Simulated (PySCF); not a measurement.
## Electronic structure of B2F3H2Si (SMILES F[B][SiH2]B(F)F) (doublet) in real space

```xyz
8

F     1.3838    2.0980   -0.5631
B     1.7175    0.9075   -0.1798
Si    0.5271   -0.6195    0.2270
B    -1.3390   -0.0715   -0.0720
F    -1.9287   -0.0932   -1.2612
F    -2.0686    0.5733    0.8303
H     0.7849   -1.0333    1.6157
H     0.9320   -1.7518   -0.6215
```

Geometry: GFN2-xTB.

Theory: UKS B3LYP, pcH-1 on B F H Si, non-relativistic, mean-field spin-orbit, GIAO (PySCF 2.14.0, density-fitted response routines).

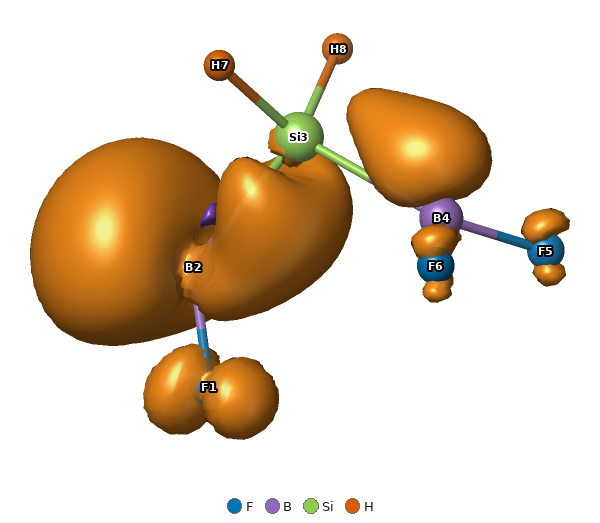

Figure 1. Isosurfaces of the spin density at +0.02 (orange) and −0.02 e/Å³ (purple), seen at a tilt.

Question: Where is the unpaired spin?

Answer: The unpaired spin (1 electron) lies mostly on B2 (about 0.7), Si3 (about 0.1) and F1 (about 0.1), in electrons by Hirshfeld's partition.

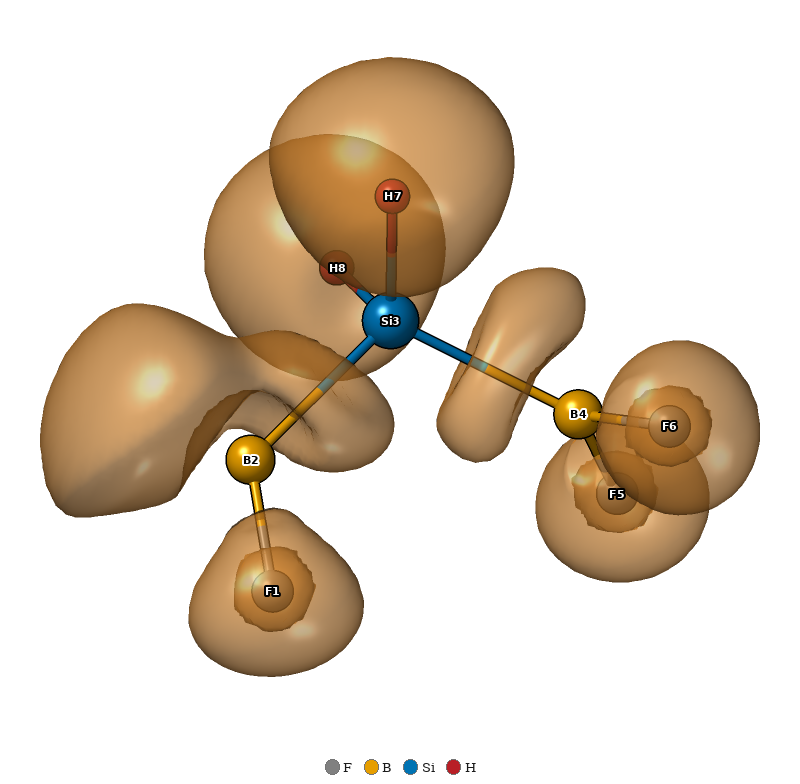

Figure 2. Isosurface of the electron localisation function at 0.75 (orange), seen at a tilt. Core shells and regions of very low density are left out.

Question: What do the ELF domains correspond to?

Answer: The ELF exceeds this value in one region between bonded B–Si atoms (shared pairs), two regions around hydrogen nuclei, one region on B in which the atom's valence shell and bonds are merged and three regions on F in which the atom's valence shell and bonds are merged.


B–F (1.29 Å): the ELF peaks at about 0.85 between the atoms; a polar covalent bond. Si–B (1.97 Å): the ELF peaks at about 1 between the atoms: localised, covalent bonding.

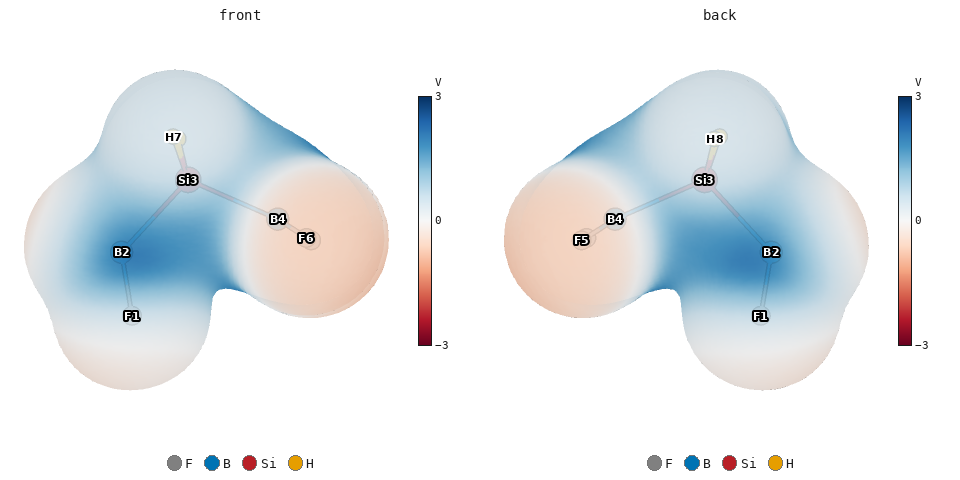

Figure 3. The electrostatic potential painted on the density surface at 0.002 e/bohr³, seen from the front and from behind; red is negative and blue positive.

Question: Which sites attract a positive test charge, and which a negative one?

Answer: A positive charge is drawn to the negative regions and a negative charge to the positive ones. The most negative region (about −0.7 V) lies over F5 and F6, the most positive (about +2.0 V) over B2 and B4.
